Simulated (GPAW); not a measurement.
Consider CSO (R3m).

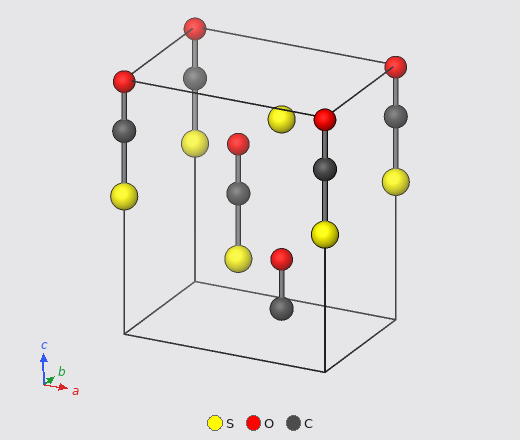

The structure (sulfur yellow, oxygen red, carbon dark grey). Bonds to atoms that aren't drawn are left out. Some periodic images of atoms are drawn too.

```cif
data_structure
_symmetry_space_group_name_H-M 'P 1'
_symmetry_Int_Tables_number 1
_cell_length_a 4.3083
_cell_length_b 4.3083
_cell_length_c 4.3083
_cell_angle_alpha 99.736
_cell_angle_beta 99.736
_cell_angle_gamma 99.736
_cell_volume 76.06
loop_
_atom_site_label
_atom_site_type_symbol
_atom_site_fract_x
_atom_site_fract_y
_atom_site_fract_z
_atom_site_occupancy
S1 S 0.54100 0.54100 0.54100 1
O2 O 0.99149 0.99149 0.99149 1
C3 C 0.79770 0.79770 0.79770 1
```

Absorber: atom 1, with 1 C at 1.56 Å (terminal, site symmetry 3m). Method: GPAW, LDA, full core hole (charged cell), 12-atom cell with 6.6 Å between holes, 5×5×5 k points, dipole transitions, Gaussian full width 0.9 eV up to 4 eV, rising linearly to 3.5 eV at 25 eV.

Q: Where do the maxima of the S K edge fall?

Main maxima up to 24 eV above the zero (height): 0.0 eV (4.22), 1.6 eV (5.63) and 7.4 eV (1.47). A K edge sees empty p states on the absorber. The total-energy difference plus the lowest empty eigenvalue puts the zero at 2475.18 eV. One term is added: -16.82 eV, since the hole is spin-paired here and a spin-polarised one costs that much less in the free atom (computed apart). The photon energy is then 2458.36 eV. The functional and the charged cell's background leave an error in such absolute values: in the free atom LDA prices this hole 9.1 eV below PBE (computed apart), and PBE is itself good to a few eV.

The S K spectrum (energy from the lowest empty level; intensity scaled to a mean of 1 over the first 20 eV; polarised curves are means over the symmetry-equivalent atoms):

```tsv
E (eV)	isotropic	ε ⊥ c	ε ∥ c
-2.0	0.00	0.00	0.00
-0.5	1.70	2.56	0.00
1.0	1.92	0.23	5.30
2.5	0.38	0.02	1.09
4.0	0.23	0.17	0.35
5.5	0.44	0.39	0.55
7.0	1.31	1.53	0.89
8.5	0.79	0.70	0.96
10.0	0.70	0.54	1.03
11.5	0.71	0.62	0.87
13.0	0.67	0.65	0.72
14.5	0.72	0.70	0.75
16.0	0.76	0.79	0.69
17.5	0.88	0.95	0.73
19.0	0.96	1.02	0.84
20.5	1.09	1.02	1.24
22.0	1.28	1.11	1.63
23.5	1.42	1.20	1.86
25.0	1.40	1.19	1.83
26.5	1.19	1.01	1.55
28.0	0.89	0.76	1.13
29.5	0.66	0.61	0.77
31.0	0.57	0.58	0.55
```

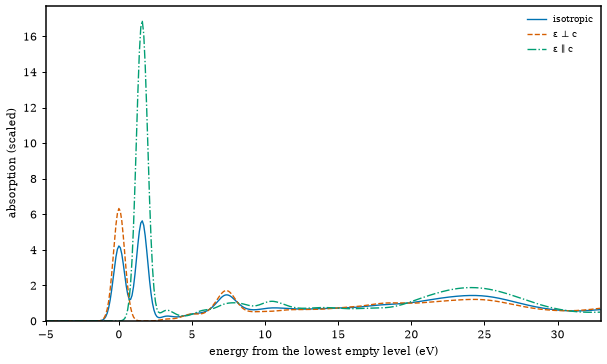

The S K edge.

The mesh is coarse (0.24 Å⁻¹ between points), so small maxima may be mesh ripples. The structure is a computed Materials Project entry and may be a hypothetical form.

[Banner, clock and machine lines of the logs are left out without a mark of their own.]

[Logs are printed without paths, hosts, clocks, repeated set-up lines and the standing remarks that a program may print on its own settings, such as how far it seeks lower states.]

[Hosts, paths, dates, database ids (printed as entryN), source tags and the programs' standing remarks are cut or masked in the printed files.]

[Lists of maxima count a maximum above −3 eV only where it reaches 4 % of the highest in the window and stands out from its surroundings by 2 % of it (1.5 % where it reaches 55 %); shoulders and weaker maxima are passed over, and of the rest the first, up to two pre-edge ones and the few strongest are named.]
